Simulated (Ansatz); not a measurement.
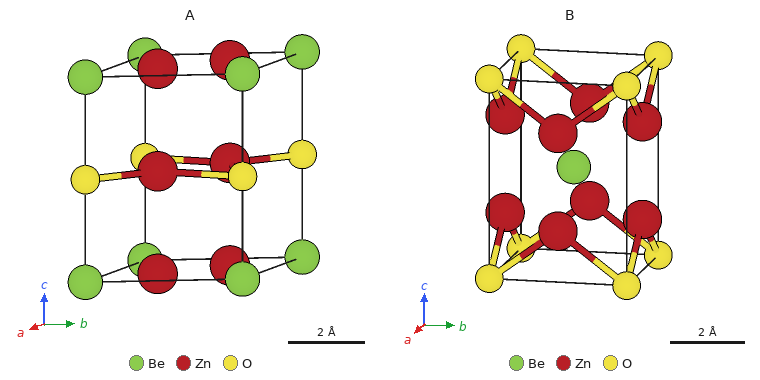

Two structures of BeZn4O, each relaxed to rest (conventional cells in solid outline, small ones repeated, not to one scale). Method: DFT PBE, scalar-relativistic, plane waves, PAW (Ansatz), without spin polarisation.

Which two forms are compared?

A: 6 atoms a cell on a primitive hexagonal lattice, P6/mmm. B: 6 atoms a cell on a primitive tetragonal lattice, P4/mmm.

What is the energy order of the two?

B is lower, by 266 meV/atom at this level of theory (energies at zero smearing). Volumes: A 14.1, B 13.7 Å³/atom.

One or both may be structure types tried for this composition rather than known phases.
